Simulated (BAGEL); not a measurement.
**C2H5NSi (SMILES C[SiH2]C#N) at HF/STO-3G (density fitting with qzvpp-jkfit)**

Aim: the vertical singlet–triplet gap of C2H5NSi at HF/STO-3G (density fitting with qzvpp-jkfit), from 2 runs. 

The results are computed with BAGEL 1.2.2.

8 further runs of the same task are left out: 7 that didn't finish, 1 set aside as unsound or not needed. Runs told in other sessions of the task aren't counted.

**1. Starting point**

C2H5NSi has 9 atoms, charge 0, and is taken as a singlet. SMILES: `C[SiH2]C#N`. The coordinates come from a PBE0-D4/def2-TZVP relaxation.

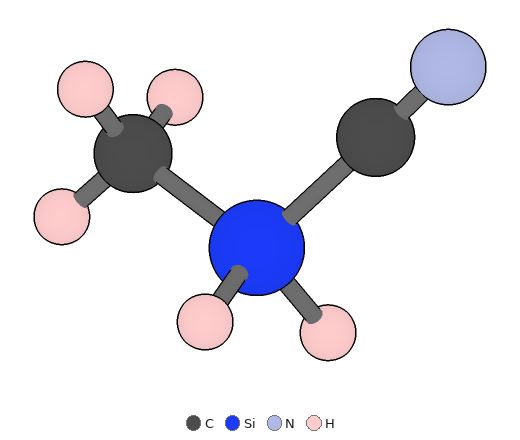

Viewed from a chosen angle; carbon dark grey, silicon blue, nitrogen light blue, hydrogen pink.

**2. The energy at HF/STO-3G (density fitting with qzvpp-jkfit)**

The input, job.json:

```json
{ "bagel" : [

{
  "title" : "molecule",
  "basis" : "sto-3g",
  "df_basis" : "qzvpp-jkfit",
  "angstrom" : "true",
  "geometry" : [
    { "atom" : "C", "xyz" : [   -0.672000,    0.931100,   -0.497500 ] },
    { "atom" : "Si", "xyz" : [   -0.146800,   -0.554600,    0.488300 ] },
    { "atom" : "C", "xyz" : [    1.638300,   -0.910100,    0.129800 ] },
    { "atom" : "N", "xyz" : [    2.747300,   -1.112400,   -0.107600 ] },
    { "atom" : "H", "xyz" : [   -0.554100,    0.746100,   -1.566800 ] },
    { "atom" : "H", "xyz" : [   -0.072800,    1.803400,   -0.229800 ] },
    { "atom" : "H", "xyz" : [   -1.721900,    1.160400,   -0.300900 ] },
    { "atom" : "H", "xyz" : [   -0.893300,   -1.779400,    0.117000 ] },
    { "atom" : "H", "xyz" : [   -0.236400,   -0.330800,    1.950300 ] }
  ]
},
{
  "title" : "hf",
  "charge" : 0
},
{
  "title" : "print",
  "file" : "orbitals.molden",
  "orbitals" : "true"
}

]}
```

Launch:

```bash
BAGEL_NUM_THREADS=1 BAGEL job.json > job.out
```

What it wrote:

```text
* using 1 threads per process

  ===============================================================
  ===============================================================

  *** Geometry ***

  { "atom" : "C", "xyz" : [     -1.269896,      1.759524,     -0.940139 ] },
  { "atom" : "Si", "xyz" : [     -0.277412,     -1.048042,      0.922753 ] },
  { "atom" : "C", "xyz" : [      3.095938,     -1.719840,      0.245286 ] },
  { "atom" : "N", "xyz" : [      5.191645,     -2.102131,     -0.203335 ] },
  { "atom" : "H", "xyz" : [     -1.047097,      1.409925,     -2.960823 ] },
  { "atom" : "H", "xyz" : [     -0.137572,      3.407932,     -0.434259 ] },
  { "atom" : "H", "xyz" : [     -3.253919,      2.192838,     -0.568619 ] },
  { "atom" : "H", "xyz" : [     -1.688092,     -3.362579,      0.221098 ] },
  { "atom" : "H", "xyz" : [     -0.446731,     -0.625121,      3.685533 ] },

  Number of auxiliary basis functions:      445

  Since a DF basis is specified, we compute 2- and 3-index integrals:
    o Being stored without compression. Storage requirement is 0.003 GB

  Number of basis functions:       29
  Number of electrons      :       38

    * METHOD: MOLECULE                             0.15

  *** RHF ***

  === Nuclear Repulsion ===
   138.0890289152

      * DIIS with orbital gradients will be used.

  === RHF iteration (sto-3g) ===
      0       -416.97053654          0.02362386           0.02
      1       -417.00530260          0.02139791           0.01
      2       -417.08123805          0.00140467           0.01
      3       -417.08210476          0.00027742           0.01
      4       -417.08214276          0.00007227           0.01
      5       -417.08214544          0.00001413           0.01
      6       -417.08214554          0.00000181           0.01
      7       -417.08214555          0.00000073           0.01
      8       -417.08214555          0.00000045           0.01
      9       -417.08214555          0.00000025           0.01
     10       -417.08214555          0.00000006           0.01
     11       -417.08214555          0.00000002           0.01
     12       -417.08214555          0.00000000           0.01
    * SCF iteration converged.

    * Permanent dipole moment:
           (    1.356138,    -0.357801,    -0.202932) a.u.

    * METHOD: HF                                   0.27

    * METHOD: PRINT                                0.00

  ===============================================================
```

It took 0.56 s on 1 thread of Arm Neoverse V1, shared host; peak memory 0.083 GiB.

**3. The triplet**

The input, input.json:

```json
{ "bagel" : [

{
  "title" : "molecule",
  "basis" : "sto-3g",
  "df_basis" : "qzvpp-jkfit",
  "angstrom" : true,
  "geometry" : [
    { "atom" : "C", "xyz" : [   -0.672000,    0.931100,   -0.497500 ] },
    { "atom" : "Si", "xyz" : [   -0.146800,   -0.554600,    0.488300 ] },
    { "atom" : "C", "xyz" : [    1.638300,   -0.910100,    0.129800 ] },
    { "atom" : "N", "xyz" : [    2.747300,   -1.112400,   -0.107600 ] },
    { "atom" : "H", "xyz" : [   -0.554100,    0.746100,   -1.566800 ] },
    { "atom" : "H", "xyz" : [   -0.072800,    1.803400,   -0.229800 ] },
    { "atom" : "H", "xyz" : [   -1.721900,    1.160400,   -0.300900 ] },
    { "atom" : "H", "xyz" : [   -0.893300,   -1.779400,    0.117000 ] },
    { "atom" : "H", "xyz" : [   -0.236400,   -0.330800,    1.950300 ] }
  ]
},
{
  "title" : "uhf",
  "nopen" : 2
},
{
  "title" : "print",
  "file" : "orbitals.molden",
  "orbitals" : true
}

]}
```

Launch:

```bash
BAGEL_NUM_THREADS=1 BAGEL input.json > input.out
```

What it wrote:

```text
* using 1 threads per process

  ===============================================================
  ===============================================================

  *** Geometry ***

  { "atom" : "C", "xyz" : [     -1.269896,      1.759524,     -0.940139 ] },
  { "atom" : "Si", "xyz" : [     -0.277412,     -1.048042,      0.922753 ] },
  { "atom" : "C", "xyz" : [      3.095938,     -1.719840,      0.245286 ] },
  { "atom" : "N", "xyz" : [      5.191645,     -2.102131,     -0.203335 ] },
  { "atom" : "H", "xyz" : [     -1.047097,      1.409925,     -2.960823 ] },
  { "atom" : "H", "xyz" : [     -0.137572,      3.407932,     -0.434259 ] },
  { "atom" : "H", "xyz" : [     -3.253919,      2.192838,     -0.568619 ] },
  { "atom" : "H", "xyz" : [     -1.688092,     -3.362579,      0.221098 ] },
  { "atom" : "H", "xyz" : [     -0.446731,     -0.625121,      3.685533 ] },

  Number of auxiliary basis functions:      445

  Since a DF basis is specified, we compute 2- and 3-index integrals:
    o Being stored without compression. Storage requirement is 0.003 GB

  Number of basis functions:       29
  Number of electrons      :       38

    * METHOD: MOLECULE                             0.15

  *** Open-shell HF ***

  === Nuclear Repulsion ===
   138.0890289152

      * DIIS with orbital gradients will be used.

  === UHF iteration (sto-3g) ===
      0       -416.42897243          0.05036143           0.03
      1       -416.51289524          0.05397828           0.03
      2       -416.73009271          0.03437980           0.03
      3       -416.82868087          0.00741821           0.03
      4       -416.84314635          0.00250348           0.03
      5       -416.84516559          0.00180808           0.03
      6       -416.84658154          0.00155465           0.03
      7       -416.84852687          0.00114944           0.03
      8       -416.85016009          0.00060551           0.03
      9       -416.85061204          0.00020138           0.03
     10       -416.85067415          0.00007864           0.03
     11       -416.85068659          0.00002745           0.03
     12       -416.85068851          0.00000791           0.03
     13       -416.85069020          0.00000476           0.03
     14       -416.85069142          0.00000282           0.03
     15       -416.85069242          0.00000144           0.03
     16       -416.85069297          0.00000102           0.03
     17       -416.85069338          0.00000079           0.03
     18       -416.85069378          0.00000059           0.03
     19       -416.85069407          0.00000040           0.03
     20       -416.85069431          0.00000027           0.03
     21       -416.85069436          0.00000023           0.03
     22       -416.85069442          0.00000020           0.03
     23       -416.85069450          0.00000013           0.03
     24       -416.85069455          0.00000005           0.03
     25       -416.85069456          0.00000003           0.03
     26       -416.85069456          0.00000002           0.03
     27       -416.85069456          0.00000002           0.03
     28       -416.85069456          0.00000001           0.03
     29       -416.85069456          0.00000001           0.03
     30       -416.85069456          0.00000001           0.03
     31       -416.85069456          0.00000001           0.03
     32       -416.85069456          0.00000001           0.03
     33       -416.85069456          0.00000001           0.03
     34       -416.85069456          0.00000001           0.03
     35       -416.85069456          0.00000001           0.03
     36       -416.85069456          0.00000001           0.03
     37       -416.85069456          0.00000001           0.03
     38       -416.85069456          0.00000001           0.03
     39       -416.85069456          0.00000001           0.03
     40       -416.85069456          0.00000001           0.03
    * SCF iteration converged.

    * S^2 (UHF) is 2.0131

    * Permanent dipole moment:
           (    1.166567,    -0.292075,    -0.186952) a.u.

    * METHOD: UHF                                  1.30

    * METHOD: PRINT                                0.00

  ===============================================================
```

Wall time 1.6 s (1 thread of Arm Neoverse V1, shared host); peak memory 0.083 GiB.

**4. What came out**

At HF/STO-3G (density fitting with qzvpp-jkfit):

| quantity | value |
| --- | --- |
| singlet: total energy | -417.08215 Eh |
| singlet: dipole moment | 3.60 D |
| singlet: HOMO energy | -10.58 eV |
| singlet: LUMO energy | 9.78 eV |
| singlet: HOMO–LUMO gap | 20.36 eV |
| triplet: total energy | -416.85069 Eh |
| triplet: dipole moment | 3.09 D |
| triplet: ⟨S²⟩ | 2.013 |
| vertical energy of the triplet above the singlet | 6.298 eV |

At this shape the triplet lies 6.30 eV (608 kJ/mol) above the singlet. In a minimal basis such a difference can be off by several eV, whatever the method.
